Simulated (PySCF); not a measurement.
## A study: HO₂, doublet, SMILES `O[O]`

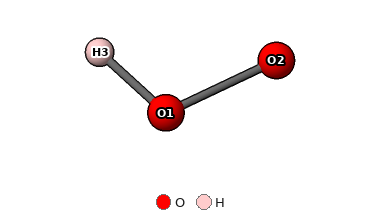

The molecule, with its atoms numbered as below. No frequency check shows the geometry to be a minimum.

Geometry (Å), atoms numbered from 1:

```
O1       0.5835    0.1264    0.0000
O2      -0.7092   -0.0311    0.0000
H3       1.0054   -0.7624    0.0000
```

## 1. Bonding charge

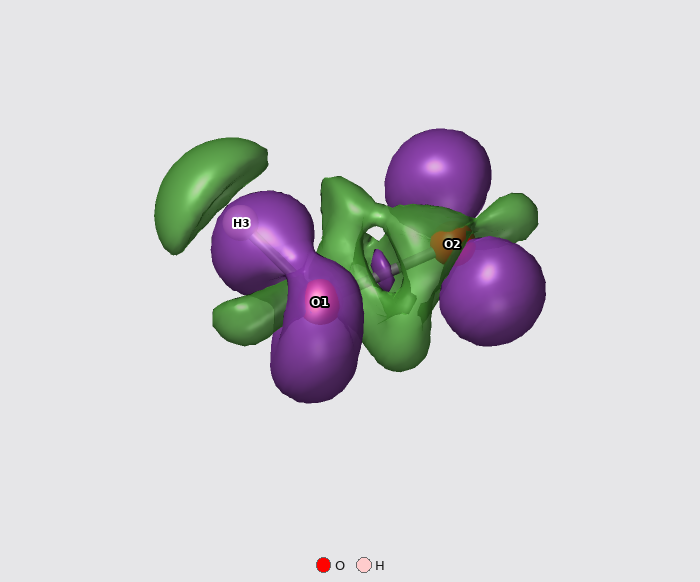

Deformation density (molecule less spherical, spin-averaged free atoms at the same positions), surfaces at ±0.07 e/Å³; purple: gain, green: loss.

Method: PBE0/def2-SVPD; geometry: GFN2-xTB; program: PySCF. The stability of the open-shell solution wasn't checked. GFN2-xTB doesn't know the spin state, so this open-shell geometry is rough.

Question: Describe the bonding that the map shows.

Answer: O1–H3: +0.84 e/Å³ at the bond critical point (bond length 0.98 Å). O1–O2: +0.14 e/Å³ at the bond critical point (bond length 1.30 Å). In all, 0.8 electrons gather in the regions of gain relative to the promolecule. A small or negative value marks a very polar bond, one between electron-rich atoms, whose free-atom densities already overlap strongly, a long bond to a heavier atom, or a closed-shell contact such as a hydrogen bond.

Question: Where do the Hirshfeld charges lie?

Answer: The highest Hirshfeld charge is on H3 (+0.19 e), the lowest on O2 (−0.12 e).

```
atom  charge (e)
  O1       −0.07
  O2       −0.12
  H3       +0.19
```

## 2. Bond critical points

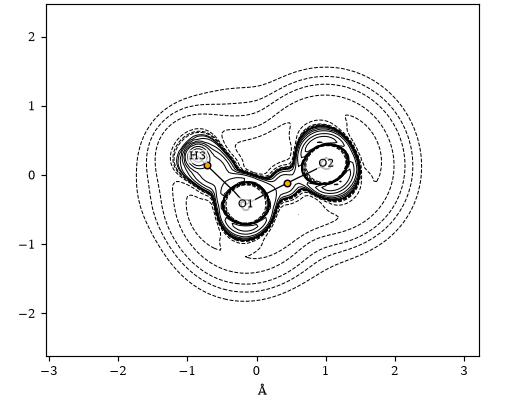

Negative Laplacian of the density (−∇²ρ) in the molecular plane (solid lines positive, dashed lines negative, contours at ±0.02 to ±8 a.u.), with bond paths and bond critical points (dots).

Question: Sort the bonds in the plane by the sign of ∇²ρ at their critical points.

Answer: Concentrated (∇²ρ < 0): O1–O2 (−0.67 a.u.); O1–H3 (−2.16 a.u.). At none is it depleted.

Question: Where along O1–H3 does the critical point lie?

Answer: 0.80 Å from O1 and 0.19 Å from H3.

## 3. Local ionisation energy

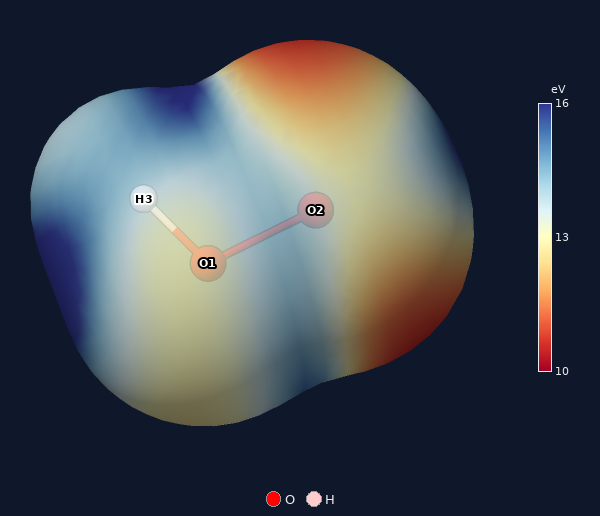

Average local ionisation energy on the surface of electron density 0.001 a.u.

Question: Locate the minima of the map.

Answer: The lowest value is 10.5 eV, 1.8 Å from O2. Further minima include 10.7 eV, 1.8 Å from O2; 12.6 eV, 1.8 Å from O1; 13.8 eV, 1.2 Å from H3. For comparison, the highest occupied orbital lies at −8.2 eV.

## 4. Spin density

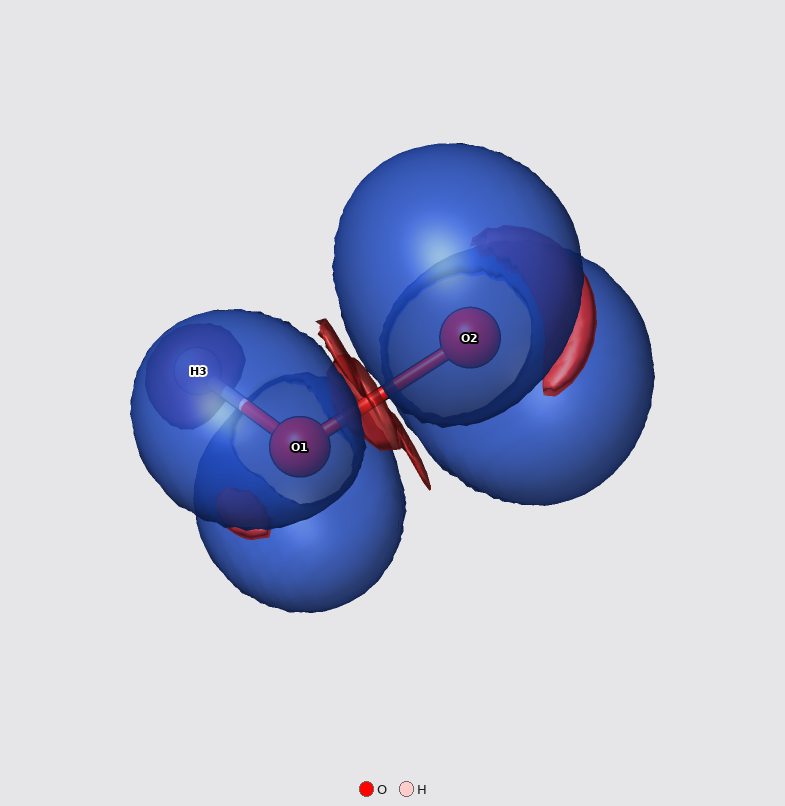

Spin density ρα − ρβ at ±0.01 e/Å³ (blue: excess α, red: excess β).

Question: How is the spin shared among the atoms?

Answer: Hirshfeld spin populations: O2 +0.71 and O1 +0.28. ⟨S²⟩ = 0.75, as for a pure state. The picture also shows regions of β spin from spin polarisation; the Hirshfeld sums, whose atoms overlap, net them against the α spin of neighbours.

## 5. In an electric field

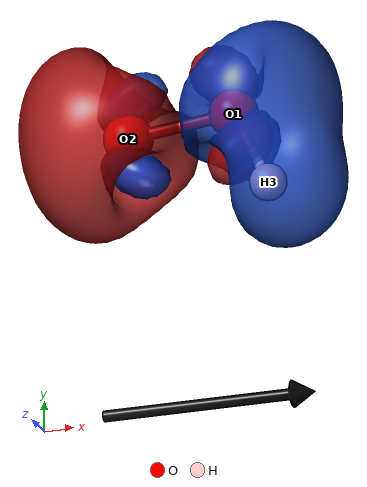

Change of the electron density in a uniform field of 0.21 V/Å along +x (arrow), surfaces at ±0.001 e/Å³ (red: gain, blue: loss).

Computed with PySCF, B3LYP/def2-SVPD, geometry: GFN2-xTB. The stability of the open-shell solution wasn't checked. GFN2-xTB doesn't know the spin state, so this open-shell geometry is rough.

Question: How large is the response?

Answer: The induced dipole is 0.19 D (along the field); α along this axis, from the fields in both directions, is 18 bohr³ (2.7 Å³).

Question: Which atoms gain and lose the most charge?

Answer: Electrons gather most on O2 (Hirshfeld charge changes by −0.015 e) and leave O1 most (+0.009 e); 0.021 electrons are displaced in all.

## 6. Removing or adding an electron

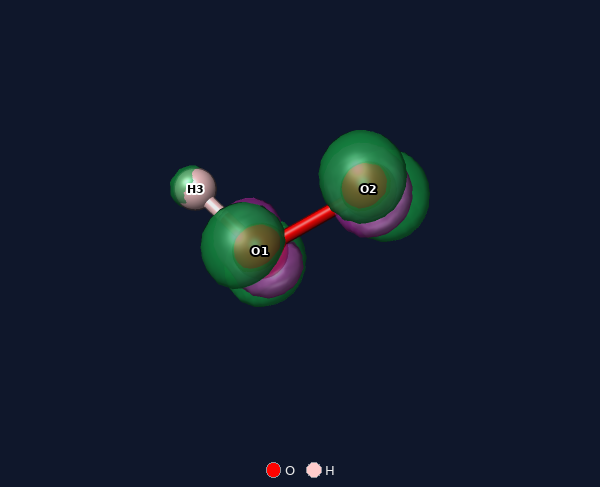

Fukui function f⁻ = ρ(N) − ρ(N−1) at fixed geometry, surfaces at ±0.15 e/Å³ (green positive, purple negative).

Level of theory: BLYP/def2-SVP (PySCF), at a geometry from GFN2-xTB. GFN2-xTB doesn't know the spin state, so this open-shell geometry is rough.

Question: Which atoms respond most to the removal of an electron?

Answer: f⁻ (Hirshfeld-condensed) is largest on O2 (0.49) and O1 (0.38); the vertical ionisation energy is 11.70 eV (to the singlet cation, which needn't be its lowest state). Condensed values hint at sites of electrophilic attack but needn't mark the atom that reacts. Orbital relaxation makes it negative in places (0.15 e in all).

```tsv
atom	f⁻	charge
O1	+0.38	−0.04
O2	+0.49	−0.14
H3	+0.14	+0.18
```

The PySCF runs shown took 5.4 s, 10 s and 6.2 s on 1 thread of Arm Neoverse N1 (shared host).
